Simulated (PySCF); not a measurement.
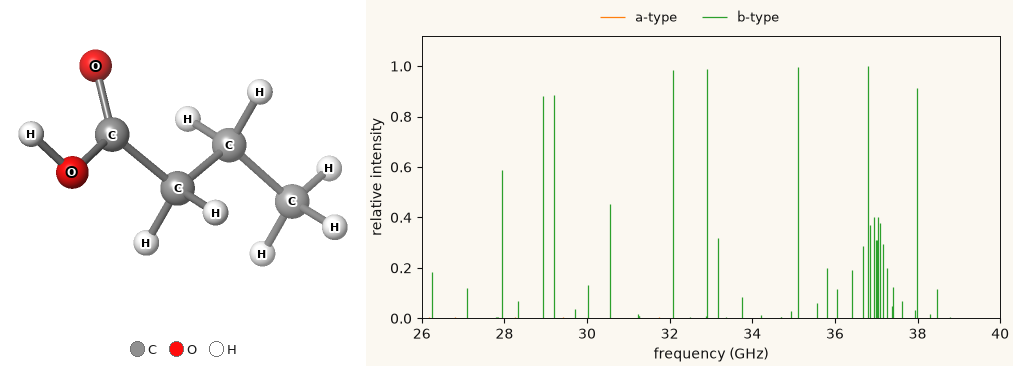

C₄H₈O₂ (butyric acid), SMILES CCCC(=O)O. Simulated rotational absorption lines between 26 and 40 GHz at 2 K: rigid rotor with the equilibrium constants and dipole of one optimised conformer (PBE0-D3(BJ)/def2-SVP, PySCF 2.14.0), commonest isotopes; no centrifugal distortion, hyperfine structure, internal rotation or nuclear-spin weights; lines within 1 MHz of each other are summed. Lines of different type are drawn apart.

Q: What are the rotational constants, and what kind of rotor is it?

A: Rotational constants A, B, C = 9.115, 1.842, 1.578 GHz; Ray's κ = −0.93, a near-prolate asymmetric top.

Q: Assign the strongest lines, as J(Ka,Kc).

A:
| GHz | upper | lower | type | relative intensity |
| --- | --- | --- | --- | --- |
| 36.79 | 4(2,2) | 3(1,3) | b | 1.00 |
| 35.10 | 4(2,3) | 3(1,2) | b | 1.00 |
| 32.90 | 3(2,1) | 2(1,2) | b | 0.99 |
| 32.08 | 3(2,2) | 2(1,1) | b | 0.98 |

Note: coarse grid, loose stop and no frequency check, small forces are noise and the end may be a saddle.
